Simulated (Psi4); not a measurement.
# InSiNH6 (SMILES N[SiH2][InH2]): OMP2/def2-SVP (core potential, density fitting for correlation)

Aim: the energy change on altering one bond length of InSiNH6 at OMP2/def2-SVP (core potential, density fitting for correlation), from 2 runs. 

Program for the calculation: Psi4 1.11.

## Step 1: The molecule

InSiNH6 has 9 atoms, charge 0, and is taken as a singlet. As SMILES, `N[SiH2][InH2]`. The shape is that of a PBE0-D4/def2-TZVP optimisation. This is one conformer, not always the lowest.

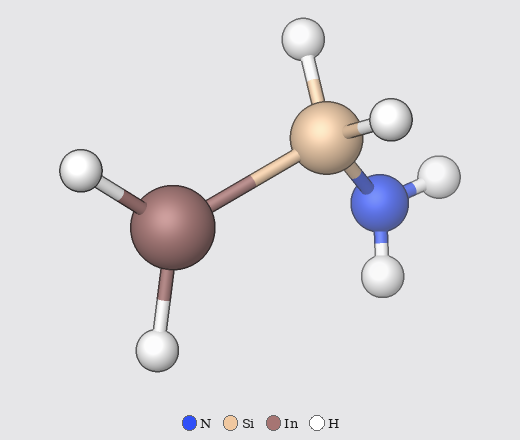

The structure, seen from a chosen angle (nitrogen blue, silicon light orange, indium brown, hydrogen white).

## Step 2: A single-point energy at OMP2/def2-SVP (core potential, density fitting for correlation)

run_ase.py

```python
import numpy as np
from ase.calculators.psi4 import Psi4
from ase import Atoms

atoms = Atoms(['N', 'Si', 'In', 'H', 'H', 'H', 'H', 'H', 'H'], positions=[
    [-0.891500, 0.591400, -1.336400],
    [0.373800, 0.744000, -0.168700],
    [0.267200, -1.255400, 1.446100],
    [-1.095600, -0.314200, -1.726600],
    [-1.035700, 1.316000, -2.022500],
    [0.170000, 2.036500, 0.545200],
    [1.758900, 0.832100, -0.740700],
    [-0.551200, -2.716800, 0.991900],
    [1.004100, -1.233700, 3.011600],
])
calc = Psi4(atoms=atoms, method='omp2', basis='def2-SVP', memory='2200MB', num_threads=1, charge=0, multiplicity=1, label='h6innsi')
calc.psi4.set_options({'puream': True, 'e_convergence': 1e-09, 'd_convergence': 1e-08, 'scf_type': 'pk', 'num_frozen_docc': 10})
atoms.calc = calc

print(f'energy: {atoms.get_potential_energy():.6f} eV')
```

On the command line:

```console
$ python run_ase.py
```

h6innsi.dat:

```text
[...]
    !!!  WARNING: ECP capability is in beta. Please check occupations closely.  !!!
[...]
  Running in c1 symmetry.
[...]
  Nuclear repulsion =  171.526686821222199
[...]
  Multiplicity = 1
[...]
  Nalpha       = 24
  Nbeta        = 24
[...]
    Number of basis functions: 88
[...]
   @RHF iter   1:  -535.84414823383759   -1.51791e+00   4.69528e-03 DIIS/ADIIS
[...]
   @RHF iter  11:  -535.93847590024222   -6.82121e-12   4.38861e-09 DIIS
[...]
    Orbital Energies [Eh]
    ---------------------
    Doubly Occupied:
       1A    -68.756160     2A    -15.534834     3A     -6.124650
       4A     -5.380586     5A     -4.235321     6A     -4.235051
       7A     -4.234585     8A     -3.641422     9A     -3.631946
      10A     -3.631743    11A     -1.117492    12A     -1.028362
      13A     -1.021535    14A     -1.020983    15A     -1.017751
      16A     -1.014816    17A     -0.705314    18A     -0.654639
      19A     -0.552059    20A     -0.530507    21A     -0.484999
      22A     -0.401485    23A     -0.396196    24A     -0.344723
[...]
  @RHF Final Energy:  -535.93847590024222
   => Energetics <=
    Nuclear Repulsion Energy =            171.5266868212221993
    One-Electron Energy =               -1155.5360088310771971
    Two-Electron Energy =                 448.0708461096126598
    Total Energy =                       -535.9384759002423380
[...]
 Multipole Moments:
 ------------------------------------------------------------------------------------
     Multipole            Electronic (a.u.)      Nuclear  (a.u.)        Total (a.u.)
 ------------------------------------------------------------------------------------
 L = 1.  Multiply by 2.5417464519 to convert [e a0] to [Debye]
 Dipole X            :          6.8395413           -6.9317618           -0.0922205
 Dipole Y            :        -41.6848508           41.6890252            0.0041744
 Dipole Z            :         43.5869596          -44.1356534           -0.5486938
 Magnitude           :                                                    0.5564053
[...]
	Warning: cc_lambda option is changed to TRUE
	For this residual convergence, default PCG convergence is:     1.00e-07
[...]
	DF-MP2 Total Energy (a.u.)         :  -536.30190085448089
[...]
	DF-MP2 Total Energy (a.u.)         :  -536.30651611277392
[...]
	DF-OMP2 Total Energy (a.u.)        :  -536.30651611277347
[...]
```

Standard output:

```text
energy: -14593.643637 eV
```

Run time: 23 s. Hardware: 1 thread of Intel Xeon 6975P-C (Granite Rapids), shared host; peak memory 0.32 GiB.

## Step 3: The distorted shape at the same level

job.in

```
memory 2200 MB

molecule {
  0 1
  N     -1.081293     0.568510    -1.511553
  Si     0.373800     0.744000    -0.168700
  In     0.267200    -1.255400     1.446100
  H     -1.285393    -0.337090    -1.901753
  H     -1.225493     1.293110    -2.197653
  H      0.170000     2.036500     0.545200
  H      1.758900     0.832100    -0.740700
  H     -0.551200    -2.716800     0.991900
  H      1.004100    -1.233700     3.011600
  symmetry c1
  no_reorient
  no_com
}

set basis def2-SVP
set puream true
set e_convergence 1e-09
set d_convergence 1e-08
set scf_type pk
set num_frozen_docc 10

energy('omp2')
```

On the command line:

```console
$ psi4 -n 1 job.in job.out
```

job.out:

```text
[...]
    !!!  WARNING: ECP capability is in beta. Please check occupations closely.  !!!
[...]
  Running in c1 symmetry.
[...]
  Nuclear repulsion =  165.300744294457957
[...]
  Multiplicity = 1
[...]
  Nalpha       = 24
  Nbeta        = 24
[...]
    Number of basis functions: 88
[...]
   @RHF iter   1:  -535.82397745153173   -1.77481e+00   4.62472e-03 ADIIS/DIIS
[...]
   @RHF iter  11:  -535.91573260767996   -1.79625e-11   7.55750e-09 DIIS
[...]
    Orbital Energies [Eh]
    ---------------------
    Doubly Occupied:
       1A    -68.778918     2A    -15.528704     3A     -6.143308
       4A     -5.388026     5A     -4.253936     6A     -4.253629
       7A     -4.252948     8A     -3.648895     9A     -3.639610
      10A     -3.639082    11A     -1.071779    12A     -1.035762
      13A     -1.029173    14A     -1.028250    15A     -1.025175
      16A     -1.022406    17A     -0.696460    18A     -0.623504
      19A     -0.541527    20A     -0.509880    21A     -0.480111
      22A     -0.401838    23A     -0.380058    24A     -0.356088
[...]
  @RHF Final Energy:  -535.91573260767996
   => Energetics <=
    Nuclear Repulsion Energy =            165.3007442944579566
    One-Electron Energy =               -1142.9748233199868537
    Two-Electron Energy =                 441.7583464178489976
    Total Energy =                       -535.9157326076799563
[...]
 Multipole Moments:
 ------------------------------------------------------------------------------------
     Multipole            Electronic (a.u.)      Nuclear  (a.u.)        Total (a.u.)
 ------------------------------------------------------------------------------------
 L = 1.  Multiply by 2.5417464519 to convert [e a0] to [Debye]
 Dipole X            :         -5.7248708            5.9455754            0.2207046
 Dipole Y            :         22.8208802          -22.8537997           -0.0329195
 Dipole Z            :        -32.5790636           32.3786109           -0.2004527
 Magnitude           :                                                    0.2999591
[...]
	Warning: cc_lambda option is changed to TRUE
	For this residual convergence, default PCG convergence is:     1.00e-07
[...]
	DF-MP2 Total Energy (a.u.)         :  -536.28116381554173
[...]
	DF-MP2 Total Energy (a.u.)         :  -536.28638802351020
[...]
	DF-OMP2 Total Energy (a.u.)        :  -536.28638802351327
[...]
```

Run time: 23 s. Hardware: 1 thread of Intel Xeon 6975P-C (Granite Rapids), shared host; peak memory 0.32 GiB.

## Step 4: Summary of results

At OMP2/def2-SVP (core potential, density fitting for correlation), 10 core orbitals frozen:

```
                                                          quantity          value
                                         first shape: total energy  -536.30652 Eh
                  first shape: HOMO energy (Hartree–Fock orbitals)       -9.38 eV
                  first shape: LUMO energy (Hartree–Fock orbitals)        0.64 eV
                first shape: HOMO–LUMO gap (Hartree–Fock orbitals)       10.02 eV
         first shape: correlation energy (10 core orbitals frozen)     -368.0 mEh
                                     distorted shape: total energy  -536.28639 Eh
              distorted shape: HOMO energy (Hartree–Fock orbitals)       -9.69 eV
              distorted shape: LUMO energy (Hartree–Fock orbitals)        0.51 eV
            distorted shape: HOMO–LUMO gap (Hartree–Fock orbitals)       10.20 eV
     distorted shape: correlation energy (10 core orbitals frozen)     -370.7 mEh
energy change with the N1–Si2 bond stretched from 1.729 to 1.988 Å       0.548 eV
```

**Reading.** With the N1–Si2 bond stretched from 1.729 to 1.988 Å the energy rises by 0.55 eV (12.6 kcal/mol). The first shape isn't relaxed at this level, so the change isn't measured from a minimum.
